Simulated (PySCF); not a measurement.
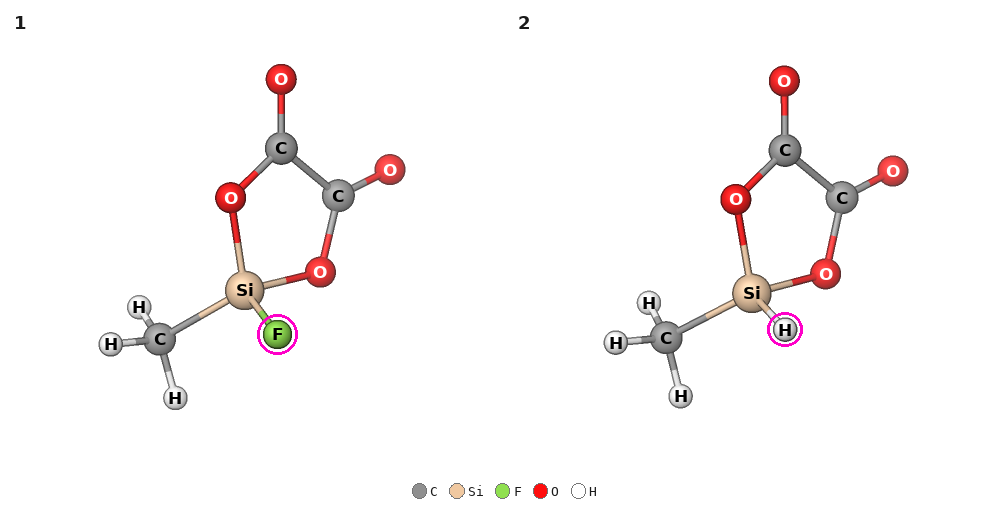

2 molecules with one skeleton, seen from the same side and at one scale; the atom that differs is circled. Each species is neutral and a spin singlet. Computed geometries: GFN2-xTB optimisations, one conformation each. Properties computed with PySCF 2.14.0.

One atom differs, called X below: F in panel 1, H in panel 2. Their formulas are C3H3FO4Si (`C[Si]1(F)OC(=O)C(=O)O1`), C3H4O4Si (`C[SiH]1OC(=O)C(=O)O1`).

> In which is the GIAO shielding of the Si bonded to X larger (PBE0/pcSseg-1)?

In panel 1 (X = F).

> In which is the Hirshfeld charge of X higher (PBE0/pcSseg-1)?

In panel 2 (X = H).

Give the values. With GFN2-xTB: length of X–Si (Å), angle C–Si–X (°). With PBE0/pcSseg-1: dipole moment (D), HOMO energy (Kohn–Sham orbital) (eV), HOMO–LUMO gap (eV), Hirshfeld charge of X (e), GIAO shielding of the Si bonded to X (ppm).

```tsv
quantity	1 (F)	2 (H)	2 − 1
length of X–Si (Å)	1.597	1.450	−0.147
angle C–Si–X (°)	115.1	121.9	+6.8
dipole moment (D)	5.51	6.19	+0.68
HOMO energy (Kohn–Sham orbital) (eV)	−8.66	−8.33	+0.33
HOMO–LUMO gap (eV)	6.30	6.30	0.00
Hirshfeld charge of X (e)	−0.18	−0.06	+0.12
GIAO shielding of the Si bonded to X (ppm)	377.7	341.9	−35.8
```

The geometry is semi-empirical. Around Si such bond lengths and angles can be off by a tenth of an ångström or more and by several degrees, and values that hang on the shape move with them.
